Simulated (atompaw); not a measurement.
**B, PAW (atompaw): a sweep of the scale of all radii**

One potential is built and tested. Then the scale of all radii is changed, to learn what it costs or gains.

Method: atompaw 4.2.0.5, LDA (PW92), scalar-relativistic.

## (1) Settings

Typed settings, in words:

```json
{
  "element": "boron (B, Z = 5)",
  "type": "PAW",
  "frozen core": "none",
  "valence charge": "5",
  "reference configuration": "1s2 2s2 2p0.5 (charge +0.5)",
  "partial waves": "1s (bound): rc 0.36 bohr; 2s (bound): rc 2.42 bohr; 2p (bound): rc 2.42 bohr; 2p channel at 0.2 Ry: rc 2.42 bohr; 3d channel at 0.15 Ry: rc 2.42 bohr; 3d channel at 2.7 Ry: rc 2.42 bohr",
  "local potential": "bessel scheme, radius 2.26 bohr",
  "core correction": "not asked for",
  "augmentation charge": "sinc compensation charge, radius 1.90 bohr; PAW radius 2.42 bohr; waves and projectors: custom rrkj gramschmidtortho"
}
```

## (2) The first potential

B.input reads:

```
B 5
LDA-PW scalarrelativistic loggrid 1500 logderivrange -16 5 526
2 2 0 0 0 0
2 1 0.5
0 0 0
v
v
v
2
2.42 1.90 2.26 1.98
n
y
0.2
n
y
0.15
y
2.7
n
custom rrkj gramschmidtortho sinc
bessel
0.36
2.42
2.42
2.42
2.42
2.42
PWSCFOUT
UPFDX 0.0125d0 UPFXMIN -7.d0 UPFZMESH 5.d0
END
```

Launch:

```
atompaw < B.input > B.log
```

Output in the file B (summary file):

```text
 Completed calculations for B (AE)

 Exchange-correlation type: LDA, Perdew-Wang correlation

 Radial integration grid is logarithmic 
 r0 =   1.4561695E-03 h =   7.2808477E-03   n =      1500 rmax =   8.0000000E+01

 Scalar relativistic calculation

 AEatom converged in  19 iterations
   nz     =   5.00
   delta  =       1.644469580670E-17

 All Electron Orbital energies:         
  n  l      occupancy      energy
  1  0      2.0000000E+00 -1.3562370E+01
  2  0      2.0000000E+00 -1.0328348E+00
  2  1      5.0000000E-01 -6.0196559E-01

 Total energy
   Total                    :      -48.48512998261817

 ---
 Completed calculations for B (SC)

 Exchange-correlation type: LDA, Perdew-Wang correlation

 Radial integration grid is logarithmic 
 r0 =   1.4561695E-03 h =   7.2808477E-03   n =      1500 rmax =   8.0000000E+01

 Scalar relativistic calculation

 SCatom converged in   1 iterations
   nz     =   5.00
   delta  =       2.736410629797E-18

 Valence Electron Orbital energies:         
  n  l      occupancy      energy
   1  0      2.0000000E+00 -1.3562370E+01
   2  0      2.0000000E+00 -1.0328348E+00
   2  1      5.0000000E-01 -6.0196559E-01

 Total energy
   Total                    :      -48.48512998299315
   Valence                  :      -48.48512998299315

 PAW parameters: 
       lmax =            2
         rc =    2.4269567693398946     
        irc =         1020
   rc_shape =    1.9082892743856139     
    rc_vloc =    2.2729302332307473     
    rc_core =    1.9790930628375547     
   Vloc: truncated form - Vps(r)=A.sin(qr)/r for r<rc
   Projector type: RRKJ pseudization + Gram-Schmidt ortho.
   Sinc^2 compensation charge shape zeroed at   1.9083E+00

 Number of basis functions     6
 No.   n  nodes  l      Energy         Cp coeff         Occ
  1    1    0    0   -0.1356237E+02  0.1000000E+01  0.2000000E+01
  2    2    1    0   -0.1032835E+01  0.8455693E+00  0.2000000E+01
  3    2    0    1   -0.6019656E+00  0.1000000E+01  0.5000000E+00
  4  999    1    1    0.2000000E+00  0.9422248E-01  0.0000000E+00
  5  999    0    2    0.1500000E+00  0.1000000E+01  0.0000000E+00
  6  999    1    2    0.2700000E+01 -0.9975513E-01  0.0000000E+00

 Eigenvalues of overlap operator (in the basis of projectors):
    1        1.97450523E-02
    2        2.15006856E-02
    3        5.81727960E-01
    4        3.96611436E+00
    5        8.16667872E+00
    6        1.12592171E+01

 Orbital leakage outside PAW augmentation regions
   orb  is_core?  %out_of_sphere
   1 0    F           0.00
   2 0    F          21.80
   2 1    F          29.03

 Summary of PAW energies
   Total valence energy     :    -48.48506124416869
   Smooth energy            :     31.95294430391176
   One center               :    -80.43800554808045
   Smooth kinetic           :     33.99212739229171
   Vloc energy              :      0.31706666579309
   Smooth exch-corr         :     -6.28155667222478
   One-center xc            :     -0.52817184893584
```

Wall time 0.57 s (1 thread, shared host).

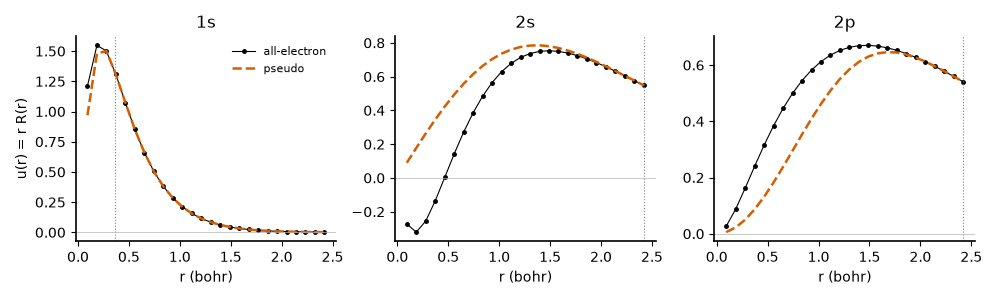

Bound waves of the atom and their pseudo partners (1s, 2s, 2p), with the matching radii dotted. The curves join 26 sampled radii.

## (3) Scattering by logarithmic derivatives

Taken from the files of the generation run. The phase is arctan(r·u′/u) with u = r·R, unwrapped, with energies in Ry. A pole is an energy at which the radial function vanishes at the test radius. The pseudo phase is shifted by a multiple of π to meet the all-electron one at the reference energy. Levels narrower than the energy grid can be missing from the poles. The last column is the largest difference on the grid between −1 and +1 Ry.

| channel | radius (bohr) | reference (Ry) | poles AE | poles PS | window around the reference with phases within 0.05 rad (Ry) | largest difference near zero (rad) |
| --- | --- | --- | --- | --- | --- | --- |
| s | 2.43 | -1.03 | -0.26 | -0.23 | below 1.4 | 0.024 |
| p | 2.43 | -0.60 | 0.10 | 0.10 | below 2.3 | 0.000 |
| d | 2.43 | 0.15 | 3.27 | 3.27 | the whole range | 0.000 |

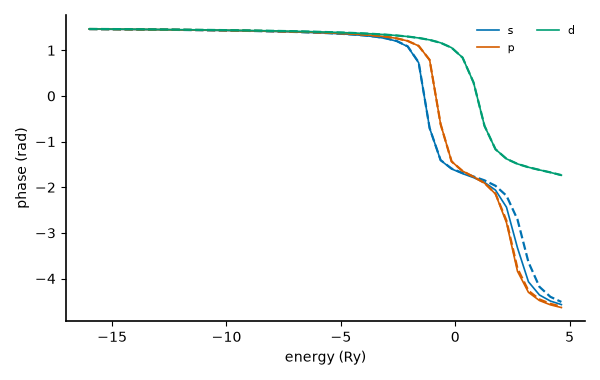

Phases by channel: all-electron solid, pseudo dashed.

## (4) Cutoff and ghost test in a Bessel basis

This step uses the generator's waves and projectors in a separate script. Basis: spherical Bessel functions vanishing at 20 bohr, q² up to the cutoff; potential fixed at the reference.

All-electron valence levels (Ry): 1s -13.5624, 2s -1.0328, 2p -0.6020. The lowest levels of each channel (Ry) by cutoff; the last column sums, over occupied levels, occupation times the distance from the level at 400 Ry. A positive value at high cutoff is not a bound level.

```csv
cutoff (Ry),s #1,s #2,p #1,d #1,f #1,Σ f·Δε (mRy)
8,-1.0326,-0.1393,-0.5924,-0.0229,0.0394,25061.6
18,-1.0328,-0.3317,-0.6019,-0.0230,0.0394,25056.0
35,-5.4122,-1.0328,-0.6020,-0.0230,0.0394,16297.2
55,-8.9283,-1.0329,-0.6020,-0.0230,0.0394,9265.1
90,-11.5102,-1.0329,-0.6020,-0.0230,0.0394,4101.2
140,-12.8587,-1.0329,-0.6020,-0.0230,0.0394,1404.2
230,-13.4504,-1.0329,-0.6020,-0.0230,0.0394,220.9
400,-13.5608,-1.0329,-0.6020,-0.0230,0.0394,0.0
```

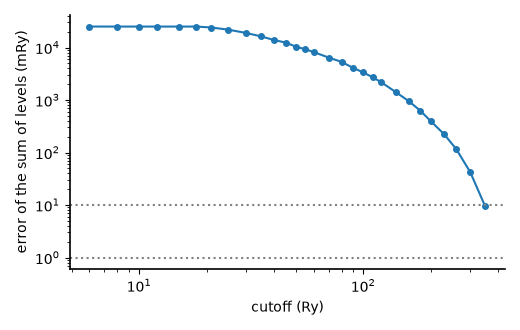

Occupation-weighted error of the valence levels against the cutoff; the dotted lines mark 10 and 1 mRy.

The sum stays within 10 mRy only somewhere over 300 Ry and within 1 mRy only somewhere over 300 Ry. The sum leaves out empty levels, which can need more. Ghost test: no level below the all-electron spectrum of its channel (s, p, d, f tested).

## (5) Now with scale of all radii = 1.27

Changes to B.input since step 2:

```diff
@@ -9,3 +9,3 @@
 2
-2.42 1.90 2.26 1.98
+3.06 2.40 2.86 2.50
 n
@@ -21,8 +21,8 @@
 bessel
-0.36
-2.42
-2.42
-2.42
-2.42
-2.42
+0.46
+3.06
+3.06
+3.06
+3.06
+3.06
 PWSCFOUT
```

Launch:

```
atompaw < B.input > B.log
```

The output, the file B (summary file):

```text
 Completed calculations for B (AE)

 Exchange-correlation type: LDA, Perdew-Wang correlation

 Radial integration grid is logarithmic 
 r0 =   1.4561695E-03 h =   7.2808477E-03   n =      1500 rmax =   8.0000000E+01

 Scalar relativistic calculation

 AEatom converged in  19 iterations
   nz     =   5.00
   delta  =       1.644469580670E-17

[... all-electron levels as in step 2 ...]

 Total energy
   Total                    :      -48.48512998261817

 ---
 Completed calculations for B (SC)

 Exchange-correlation type: LDA, Perdew-Wang correlation

 Radial integration grid is logarithmic 
 r0 =   1.4561695E-03 h =   7.2808477E-03   n =      1500 rmax =   8.0000000E+01

 Scalar relativistic calculation

 SCatom converged in   1 iterations
   nz     =   5.00
   delta  =       2.736410629797E-18

 Valence Electron Orbital energies:         
  n  l      occupancy      energy
   1  0      2.0000000E+00 -1.3562370E+01
   2  0      2.0000000E+00 -1.0328348E+00
   2  1      5.0000000E-01 -6.0196559E-01

 Total energy
   Total                    :      -48.48512998299315
   Valence                  :      -48.48512998299315

 PAW parameters: 
       lmax =            2
         rc =    3.0640878854985045     
        irc =         1052
   rc_shape =    2.4093400745962392     
    rc_vloc =    2.8696501420127434     
    rc_core =    2.4987203152002535     
   Vloc: truncated form - Vps(r)=A.sin(qr)/r for r<rc
   Projector type: RRKJ pseudization + Gram-Schmidt ortho.
   Sinc^2 compensation charge shape zeroed at   2.4093E+00

 Number of basis functions     6
 No.   n  nodes  l      Energy         Cp coeff         Occ
  1    1    0    0   -0.1356237E+02  0.1000000E+01  0.2000000E+01
  2    2    1    0   -0.1032835E+01  0.9142110E+00  0.2000000E+01
  3    2    0    1   -0.6019656E+00  0.1000000E+01  0.5000000E+00
  4  999    1    1    0.2000000E+00  0.5583671E+00  0.0000000E+00
  5  999    0    2    0.1500000E+00  0.1000000E+01  0.0000000E+00
  6  999    1    2    0.2700000E+01  0.6188674E+00  0.0000000E+00

 Eigenvalues of overlap operator (in the basis of projectors):
    1        1.58926114E-01
    2        3.55569956E-01
    3        8.13654707E-01
    4        2.57152720E+00
    5        4.16850154E+00
    6        4.28735790E+00

 Orbital leakage outside PAW augmentation regions
   orb  is_core?  %out_of_sphere
   1 0    F           0.00
   2 0    F           8.59
   2 1    F          14.69

 Summary of PAW energies
   Total valence energy     :    -48.48510961194367
   Smooth energy            :     23.61688247936043
   One center               :    -72.10199209130410
   Smooth kinetic           :     27.13126457701352
   Vloc energy              :     -1.67217672907266
   Smooth exch-corr         :     -5.19410255711460
   One-center xc            :     -1.61562596404602
```

Wall time 0.56 s (1 thread, shared host).

With this change the loose cutoff goes from over 300 Ry to 230 Ry and there is no bound ghost.

## (6) Comparison

Cutoffs, loose and tight: the cutoffs (Ry, on a coarse ladder) from which the occupation-weighted sum of valence levels, in a spherical-Bessel basis at the reference potential, stays within 10 and 1 mRy of its value at 400 Ry; empty and scattering waves don't count. The phase difference is the largest within 1 Ry of zero, over the channels with partial waves.

| scale of all radii | outcome | cutoff, loose | cutoff, tight | bound ghosts | phase difference near zero (rad) | lowest overlap eigenvalue (Bessel basis) |
| --- | --- | --- | --- | --- | --- | --- |
| 1 (first) | generated | over 300 Ry | over 300 Ry | none | 0.024 | 0.499 |
| 1.27 | generated | 230 Ry | 300 Ry | none | 0.280 | 0.235 |

**Reading.** 

The first potential by itself. It counts as very hard, with over 300 Ry needed at the looser tolerance. The slowest occupied level is 1s: taken alone it needs over 300 Ry to come within 1 mRy, against 12 Ry for 2p. It is free of bound ghosts as far as tested. Near zero energy the phases of the channels with partial waves agree within 0.024 rad.
